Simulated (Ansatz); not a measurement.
# Pd wire along [110], 12 atoms a period: bands by functional and under strain, part 2 of 5

What gap, if any, does the Pd wire along [110], 12 atoms a period have, and how does it change with the functional and under strain?

Ansatz 0.2.0; DFT PBE, plane waves, PAW; relaxation of a wire's period (the session's first sound run).

So far: Starting point; The relaxed wire.

## 2. The relaxed wire (continued)

Site moment by atom:

```csv
atom,site moment (μB)
Pd1,0.292
Pd2,0.244
Pd3,0.297
Pd4,0.119
Pd5,0.110
Pd6,0.239
Pd7,0.265
Pd8,0.178
Pd9,0.133
Pd10,0.243
Pd11,0.141
Pd12,0.172
```

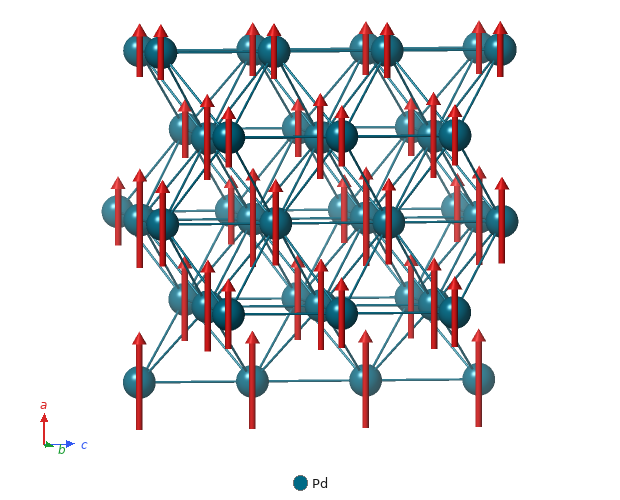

Site moment as arrows, the longest 0.297 μB. Up and down stand for the sign. Arrows give size and sign along the axis of quantisation, drawn up and down the page. Each arrow also spans its atom, so small moments look longer than they are. 1×1×3 cells are drawn. Some periodic images of atoms are drawn too.

The cell's length comes to 2.682 Å with an absolute moment of 2.59 μB a cell.

## 3. Bands of the perfect wire

This step: DFT PBE, plane waves, PAW; bands of a perfect wire (Ansatz 0.2.0).

At the relaxed period the bands are computed along the axis; those that cross an energy going forward count the channels that a perfect wire would open there.

Contents of input.yaml:

```yaml
crystal:
  lattice:
    - [14.68, 0.0, 0.0]
    - [0.0, 13.765, 0.0]
    - [0.0, 0.0, 2.6824547072]
  atoms:
    - { symbol: Pd, position: [0.23868049, 0.447485452, 0.0], spin: 0.31 }
    - { symbol: Pd, position: [0.499341443, 0.66000854, 0.0], spin: 0.26 }
    - { symbol: Pd, position: [0.49698572, 0.452246775, 0.0], spin: 0.32 }
    - { symbol: Pd, position: [0.771643423, 0.64420422, 0.0], spin: 0.13 }
    - { symbol: Pd, position: [0.765965056, 0.450236511, 0.0], spin: 0.12 }
    - { symbol: Pd, position: [0.365240688, 0.34570443, 0.5], spin: 0.25 }
    - { symbol: Pd, position: [0.362959184, 0.556880663, 0.5], spin: 0.28 }
    - { symbol: Pd, position: [0.359216845, 0.744988182, 0.5], spin: 0.19 }
    - { symbol: Pd, position: [0.636113826, 0.349162769, 0.5], spin: 0.14 }
    - { symbol: Pd, position: [0.630390824, 0.551278057, 0.5], spin: 0.26 }
    - { symbol: Pd, position: [0.640678103, 0.747482456, 0.5], spin: 0.15 }
    - { symbol: Pd, position: [0.50117677, 0.252720163, 0.0], spin: 0.18 }
magnetization:
  spin_polarized: true
kpoints:
  mp_grid: { grid: [1, 1, 30] }
  band_path: { path: ["Γ", Z], npoints: 50 }
scf:
  occupations: { method: fermi_dirac, width: 0.05 }
hamiltonian:
  xc: pbe
output:
  dos: { e_range: [-5, 4] }
  write_potential: true
  write_density: true
  volumetric_format: npy
  elf: true
```

Started as:

```bash
ansatz run input.yaml --threads 8 --pin off --max-ram 16384MiB --backend cpu --events-out ev --progress --plain --runs-dir out
```

Numbers of over 12 decimals in the logs are rounded to 6 here.

What it wrote:

```text
[...]
Crystal: 12 atoms, lattice volume = 542.044 Å³
Basis set: ecut = 420 eV, 10659 PW (Γ)
Bands: 132, of which v1, the nominal top of the filled ones, is band 108 counted from 1 (107 counted from 0)
Symmetry: 2 space group operations
[...]
k-points: 16 of 30
[...]
Starting moments: Σ|m| = 2.59 μB on 12 of 12 sites
[...]
SCF iter   1: F=—  HF=-83677.400186 eV  |F-HF|=—  |Δ(HF+E_count)|=         —  Δρ=4.96e-2 (↑4.96e-2 ↓4.41e-2)  dr2=6.06e1  dr2_m=7.64e-2  M=1.580 μB ∫|m|=1.633 μB  β_m=0.30  ethr=3.10e-3  ⟨swp⟩=6.9  Hψ=17067  notcnv=0  defer=92
[...]
SCF iter   2: F=—  HF=-83668.323391 eV  |F-HF|=—  |Δ(HF+E_count)|=    9.08e0  Δρ=2.19e-2 (↑2.19e-2 ↓2.04e-2)  dr2=1.85e1  dr2_m=2.82e-2  M=1.746 μB ∫|m|=1.793 μB  β_m=0.30  ethr=3.10e-3  ⟨swp⟩=2.3  Hψ=8097  notcnv=0  defer=367
spin-set hold released at iteration 2 (site moments show no strong build): the magnetisation degrees of freedom join the quasi-Newton model from the next iteration; the mixer history was kept
SCF iter   3: F=—  HF=-83666.461369 eV  |F-HF|=—  |Δ(HF+E_count)|=    1.86e0  Δρ=9.65e-3 (↑8.25e-3 ↓9.65e-3)  dr2=5.39e0  dr2_m=1.33e-2  M=1.853 μB ∫|m|=1.914 μB  β_m=0.30  ethr=3.10e-3  ⟨swp⟩=2.1  Hψ=6765  notcnv=0  defer=380
[...]
SCF iter  22: F=-83666.219133 eV  HF=-83666.219133 eV  |F-HF|=5.88e-9  |Δ(HF+E_count)|=   1.05e-9  Δρ=6.20e-7 (↑6.20e-7 ↓5.95e-7)  dr2=7.52e-9  dr2_m=1.05e-9  M=2.388 μB ∫|m|=2.509 μB  ethr=1.14e-11  ⟨swp⟩=3.0  Hψ=8918  notcnv=0
SCF 1 converged in 22 iterations: F = -83666.219133 eV  dr2 = 7.52e-9
[...]
WARN: The output density's exchange-correlation potential varies sharply where the density is thin. Do not read a vacuum level from v_tot or v_xc, or from such a field of the output density. On a cell that repeats whose density bears no net charge and no dipole along the vacuum's axis use v_es (v_loc + v_h of the components); under efield.dipole_correction with no amplitude use v_es + v_field, which holds any externa [...]
NSCF: frozen V_eff on 51 k-points
SCF converged after 22 iterations
Magnetization: 2.3878 μB (109.1939 up, 106.8061 down)
Absolute magnetization: 2.5095 μB (∫|ρ↑−ρ↓|, with the PAW one-centre terms)
[...]
Per-site moments (μB) at R_I (Å): [(0.283022, 1.10651256672), (0.236539, 1.10651256672), (0.286922, 1.10651256672), (0.114193, 1.101897), (0.104481, 1.101897), (0.232025, 1.10651256672), (0.258985, 1.068327), (0.174960, 1.068327), (0.127222, 1.10651256672), (0.234047, 1.10651256672), (0.136737, 1.10651256672), (0.167178, 1.10651256672)]
Free energy (F): -83666.219133 eV
[...]
Internal energy: -83666.007756 eV  (E = F + TS)
E sigma→0 (E₀):  -83666.113444 eV
Entropy (-TS):   -0.211378 eV (-17.615 meV/atom)
Fermi energy:    3.202382 eV
[...]
--- Band table (eV; the first three rows and the last of 32) ---
  k-point 0 ↑: bands = [... 104 lower, 2.8671, 2.9328, 3.0278, 3.0877, 3.1353, 3.1629, 3.1655, 3.2317, ... 20 higher]
  k-point 1 ↑: bands = [... 104 lower, 2.8672, 2.9358, 2.9762, 3.0568, 3.0938, 3.1142, 3.1967, 3.2296, ... 20 higher]
  k-point 2 ↑: bands = [... 104 lower, 2.8629, 2.8839, 2.9497, 2.9896, 3.0312, 3.0348, 3.1273, 3.1444, ... 20 higher]
  k-point 15 ↓: bands = [... 104 lower, 3.5021, 3.5138, 3.6105, 3.6381, 5.9151, 5.9223, 6.2011, 6.3267, ... 20 higher]
```

Elapsed: 2.9 min, on 8 threads of Arm Neoverse V2, shared host; peak memory 5.2 GiB.

Numbers from this step:

* energy at zero smearing: -83666.1134 eV
* total moment: 2.388 μB
* absolute moment: 2.509 μB
* band gap on the path through both edges: 0 eV

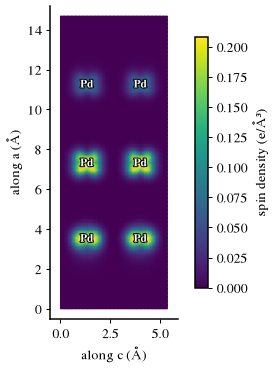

Spin density in the ca plane at fractional y = 0.447, with atoms of Pd within 0.2 Å of it. The map starts off the cell's origin, so that atoms lie inside it.

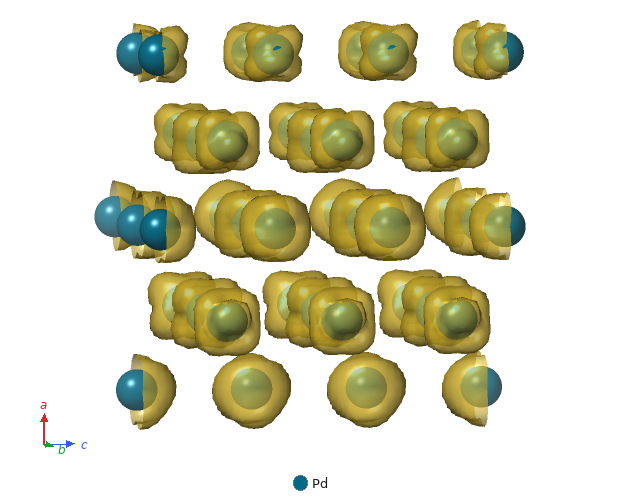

Surface of spin density = 0.031 e/Å³, which holds about 70 % of the integral of its size. 1×1×3 cells are drawn.

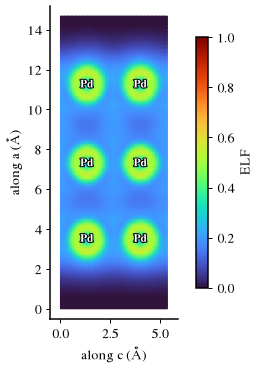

ELF in the ca plane at fractional y = 0.447, with atoms of Pd within 0.2 Å of it. It is the smooth field of the valence electrons, not physical close to the nuclei. The map starts off the cell's origin, so that atoms lie inside it.

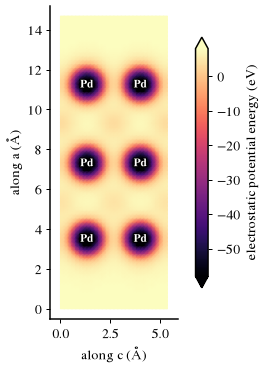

Electrostatic potential energy in the ca plane at fractional y = 0.447, with atoms of Pd within 0.2 Å of it. With pseudopotentials it is smooth inside the atoms' cores, unlike the true potential. The map starts off the cell's origin, so that atoms lie inside it.

Between Γ and Z the bands cross the Fermi level 22 times, so a perfect wire would conduct at least 11 G₀, with an absolute moment of 2.51 μB a cell.

## 4. Levels at the same atoms, k-mesh 1×1×23

This step: DFT LDA, plane waves, PAW; bands of a perfect wire at the PBE geometry (Ansatz 0.2.0).

The atoms stay at the PBE geometry and the functional changes. At fixed atoms LDA and the gradient-corrected functionals usually give like bands; this run checks that. Against the first PBE run of this kind, the mesh along the wire has 23 points against 30.

Edit input.yaml of step 3 so:

```diff
@@ -21,3 +21,3 @@
 kpoints:
-  mp_grid: { grid: [1, 1, 30] }
+  mp_grid: { grid: [1, 1, 23] }
   band_path: { path: ["Γ", Z], npoints: 50 }
@@ -26,8 +26,2 @@
 hamiltonian:
-  xc: pbe
-output:
-  dos: { e_range: [-5, 4] }
-  write_potential: true
-  write_density: true
-  volumetric_format: npy
-  elf: true
+  xc: lda
```

What it wrote:

```text
[...]
Crystal: 12 atoms, lattice volume = 542.044 Å³
Basis set: ecut = 420 eV, 10659 PW (Γ)
Bands: 132, of which v1, the nominal top of the filled ones, is band 108 counted from 1 (107 counted from 0)
Symmetry: 2 space group operations
[...]
k-points: 12 of 23
[...]
Starting moments: Σ|m| = 2.59 μB on 12 of 12 sites
[...]
SCF iter   1: F=—  HF=-82139.161861 eV  |F-HF|=—  |Δ(HF+E_count)|=         —  Δρ=5.65e-2 (↑5.65e-2 ↓5.00e-2)  dr2=7.76e1  dr2_m=9.43e-2  M=1.458 μB ∫|m|=1.507 μB  β_m=0.30  ethr=3.10e-3  ⟨swp⟩=7.8  Hψ=13340  notcnv=0  defer=73
[...]
SCF iter  26: F=-82123.694278 eV  HF=-82123.694278 eV  |F-HF|=4.09e-9  |Δ(HF+E_count)|=   1.47e-9  Δρ=3.21e-7 (↑3.21e-7 ↓3.07e-7)  dr2=4.57e-9  dr2_m=4.24e-11  M=0.000 μB ∫|m|=0.000 μB  ethr=1.03e-11  ⟨swp⟩=2.9  Hψ=6404  notcnv=0
SCF 1 converged in 26 iterations: F = -82123.694278 eV  dr2 = 4.57e-9
[...]
WARN: the starting moments were not kept: the SCF closed with an absolute magnetisation of 1.1e-4 μB, where they sum to 2.59 μB in size (12 sites). That is at most 0.1 of that sum. Measured as dr2_m measures the in/out step, that magnetisation stands 9.4e-10 eV from none, at or under the dr2_threshold of 1.0e-7 eV: it is no larger than a step whose dr2_m would equal this threshold. The system may hold no moment; this [...]
[...]
SCF converged after 26 iterations
Magnetization: 0.0001 μB (108.0001 up, 107.9999 down)
Absolute magnetization: 0.0001 μB (∫|ρ↑−ρ↓|, with the PAW one-centre terms)
[...]
Per-site moments (μB) at R_I (Å): [(1.4108132471915894e-5, 1.10651256672), (1.0447548519380421e-5, 1.10651256672), (1.2369528956396562e-5, 1.10651256672), (8.250782899559683e-6, 1.101897), (4.857299596005709e-6, 1.101897), (1.1018948450705498e-5, 1.10651256672), (9.647430486949577e-6, 1.068327), (2.957019684488787e-6, 1.068327), (3.158734497702252e-6, 1.10651256672), (1.3329538495060897e-5, 1.10651256672), (9.478137913342896e-6, 1.10651256672), (5.9147211912757454e-6, 1.10651256672)]
Free energy (F): -82123.694278 eV
[...]
Internal energy: -82123.447289 eV  (E = F + TS)
E sigma→0 (E₀):  -82123.570783 eV
Entropy (-TS):   -0.246988 eV (-20.582 meV/atom)
Fermi energy:    2.815023 eV
[...]
--- Band table (eV; the first three rows and the last of 24) ---
  k-point 0 ↑: bands = [... 104 lower, 2.5535, 2.6359, 2.7371, 2.7943, 2.8223, 2.8489, 2.8983, 2.9460, ... 20 higher]
  k-point 1 ↑: bands = [... 104 lower, 2.5482, 2.6425, 2.6466, 2.7414, 2.7941, 2.8155, 2.8900, 2.9081, ... 20 higher]
  k-point 2 ↑: bands = [... 104 lower, 2.5082, 2.5768, 2.6080, 2.6551, 2.7098, 2.7554, 2.7768, 2.8213, ... 20 higher]
  k-point 11 ↓: bands = [... 104 lower, 2.9945, 3.0507, 3.1430, 3.1513, 5.1928, 5.2217, 5.6418, 5.9565, ... 20 higher]
```

Run time: 2.5 min. Hardware: 8 threads; peak memory 5.2 GiB.

This step gave:

```
energy at zero smearing : -82123.5708 eV
```

Bands cross the Fermi level, as under PBE at the relaxed period, with no moment.

## 5. Levels at the same atoms, k-mesh 1×1×23 (run 2)

This step: DFT PBEsol, plane waves, PAW; bands of a perfect wire at the PBE geometry (Ansatz 0.2.0).

The atoms stay at the PBE geometry and the functional changes. At fixed atoms LDA and the gradient-corrected functionals usually give like bands; this run checks that. Against the first PBE run of this kind, the mesh along the wire has 23 points against 30.

Edit input.yaml of step 4 so:

```diff
@@ -26,2 +26,2 @@
 hamiltonian:
-  xc: lda
+  xc: pbesol
```

What it wrote:

```text
[...]
Crystal: 12 atoms, lattice volume = 542.044 Å³
Basis set: ecut = 420 eV, 10659 PW (Γ)
Bands: 132, of which v1, the nominal top of the filled ones, is band 108 counted from 1 (107 counted from 0)
Symmetry: 2 space group operations
[...]
k-points: 12 of 23
[...]
Starting moments: Σ|m| = 2.59 μB on 12 of 12 sites
[...]
k-point 0 ↑: bands = [... 104 lower, 2.7660, 2.8354, 2.9325, 2.9914, 3.0395, 3.0507, 3.0740, 3.1358, ... 20 higher]
  k-point 1 ↑: bands = [... 104 lower, 2.7591, 2.8390, 2.8514, 2.9402, 2.9793, 2.9950, 3.0821, 3.1098, ... 20 higher]
  k-point 2 ↑: bands = [... 104 lower, 2.7169, 2.7919, 2.8090, 2.8536, 2.9002, 2.9291, 2.9708, 3.0247, ... 20 higher]
  k-point 11 ↓: bands = [... 104 lower, 3.3360, 3.3814, 3.4651, 3.4909, 5.4891, 5.5103, 5.9254, 6.2583, ... 20 higher]
[key lines of the parts left out:]
SCF converged after 19 iterations
Magnetization: 2.0372 μB (109.0186 up, 106.9814 down)
Free energy (F): -82869.807265 eV
Fermi energy:    3.083085 eV
```

The job ended after 2.2 min (8 threads; peak memory 5.2 GiB).

Bands cross the Fermi level, as under PBE at the relaxed period, with an absolute moment of 2.12 μB a cell.

Between step 3 and this run (PBEsol PBE and k-mesh 1×1×23) the value for the absolute moment moves from 2.51 μB to 2.12 μB (-16 %).

## 6. Levels at the same atoms, cutoff 500 eV, k-mesh 1×1×23

This step: DFT r2SCAN, plane waves, PAW; bands of a perfect wire at the PBE geometry (Ansatz 0.2.0).

The atoms stay at the PBE geometry and the functional changes. r2SCAN also reads the kinetic-energy density; it often gives larger moments and wider gaps than PBE, at a higher cost. Against the first PBE run of this kind, the cutoff is 500 eV against 420 and the mesh along the wire has 23 points against 30.

Edit input.yaml of step 5 so:

```diff
@@ -26,2 +26,2 @@
 hamiltonian:
-  xc: pbesol
+  xc: r2scan
```

What it wrote:

```text
[...]
Crystal: 12 atoms, lattice volume = 542.044 Å³
Basis set: ecut = 500 eV, 13675 PW (Γ), exchange–correlation on 432×432×80 points (64 copies of the dense FFT grid, shifted against one another)
Bands: 132, of which v1, the nominal top of the filled ones, is band 108 counted from 1 (107 counted from 0)
Symmetry: 2 space group operations
[...]
k-points: 12 of 23
[...]
k-point 0 ↑: bands = [... 104 lower, 2.6355, 2.7013, 2.8116, 2.8524, 2.8868, 2.8919, 2.9636, 3.0376, ... 20 higher]
  k-point 1 ↑: bands = [... 104 lower, 2.6838, 2.6919, 2.7364, 2.8061, 2.8235, 2.8374, 2.9244, 2.9625, ... 20 higher]
  k-point 2 ↑: bands = [... 104 lower, 2.6082, 2.6768, 2.6990, 2.7226, 2.7315, 2.7899, 2.8157, 2.9138, ... 20 higher]
  k-point 11 ↓: bands = [... 104 lower, 3.6424, 3.7022, 3.7435, 3.8578, 5.8932, 5.9300, 6.3434, 6.6842, ... 20 higher]
[key lines of the parts left out:]
SCF converged after 20 iterations
Magnetization: 5.0887 μB (110.5443 up, 105.4557 down)
Free energy (F): -83819.934649 eV
Fermi energy:    3.189218 eV
```

Wall time 3.6 min (8 threads); peak memory 7.2 GiB.

Bands cross the Fermi level, as under PBE at the relaxed period, with an absolute moment of 5.54 μB a cell.

For the absolute moment, step 5 gave 2.12 μB; this run, with r2SCAN PBE and cutoff 500 eV, gives 5.54 μB (+162 %).

## 7. Levels at the same atoms, k-mesh 1×1×23 (run 3)

This step: DFT PBE, plane waves, PAW; bands of a perfect wire at the PBE geometry (Ansatz 0.2.0).

The same atoms without spin show what the magnetic order does to the bands. Against the first PBE run of this kind, the mesh along the wire has 23 points against 30.

Contents of input.yaml:

```yaml
crystal:
  lattice:
    - [14.68, 0.0, 0.0]
    - [0.0, 13.765, 0.0]
    - [0.0, 0.0, 2.6824547072]
  atoms:
    - { symbol: Pd, position: [0.23868049, 0.447485452, 0.0] }
    - { symbol: Pd, position: [0.499341443, 0.66000854, 0.0] }
    - { symbol: Pd, position: [0.49698572, 0.452246775, 0.0] }
    - { symbol: Pd, position: [0.771643423, 0.64420422, 0.0] }
    - { symbol: Pd, position: [0.765965056, 0.450236511, 0.0] }
    - { symbol: Pd, position: [0.365240688, 0.34570443, 0.5] }
    - { symbol: Pd, position: [0.362959184, 0.556880663, 0.5] }
    - { symbol: Pd, position: [0.359216845, 0.744988182, 0.5] }
    - { symbol: Pd, position: [0.636113826, 0.349162769, 0.5] }
    - { symbol: Pd, position: [0.630390824, 0.551278057, 0.5] }
    - { symbol: Pd, position: [0.640678103, 0.747482456, 0.5] }
    - { symbol: Pd, position: [0.50117677, 0.252720163, 0.0] }
kpoints:
  mp_grid: { grid: [1, 1, 23] }
  band_path: { path: ["Γ", Z], npoints: 50 }
scf:
  occupations: { method: fermi_dirac, width: 0.05 }
hamiltonian:
  xc: pbe
```

What it wrote:

```text
[...]
Crystal: 12 atoms, lattice volume = 542.044 Å³
Basis set: ecut = 420 eV, 10659 PW (Γ)
Bands: 130, of which v1, the nominal top of the filled ones, is band 108 counted from 1 (107 counted from 0)
Symmetry: 2 space group operations
[...]
k-points: 12 of 23
[...]
--- Band table (eV; the first three rows and the last of 12) ---
  k-point 0: bands = [... 104 lower, 2.9248, 3.0051, 3.1014, 3.1659, 3.2216, 3.2226, 3.2733, 3.3209, ... 18 higher]
  k-point 1: bands = [... 104 lower, 2.9215, 3.0163, 3.0210, 3.1132, 3.1702, 3.1917, 3.2686, 3.2933, ... 18 higher]
  k-point 2: bands = [... 104 lower, 2.8801, 2.9643, 2.9827, 3.0295, 3.0913, 3.1363, 3.1602, 3.2081, ... 18 higher]
  k-point 11: bands = [... 104 lower, 3.3816, 3.4378, 3.5310, 3.5393, 5.6309, 5.6672, 6.0923, 6.4090, ... 18 higher]
[key lines of the parts left out:]
SCF converged after 13 iterations
Free energy (F): -83666.206478 eV
Fermi energy:    3.200665 eV
```

It took 55 s on 8 threads; peak memory 3.8 GiB.

Bands cross the Fermi level, as under PBE at the relaxed period.

(Part 2 of 5 ends here.)

[Logs are printed without paths, hosts, clocks, repeated set-up lines and the standing remarks that a program may print on its own settings, such as how far it seeks lower states.]

[Hosts, paths, dates, database ids (printed as entryN), source tags and the programs' standing remarks are cut or masked in the printed files.]
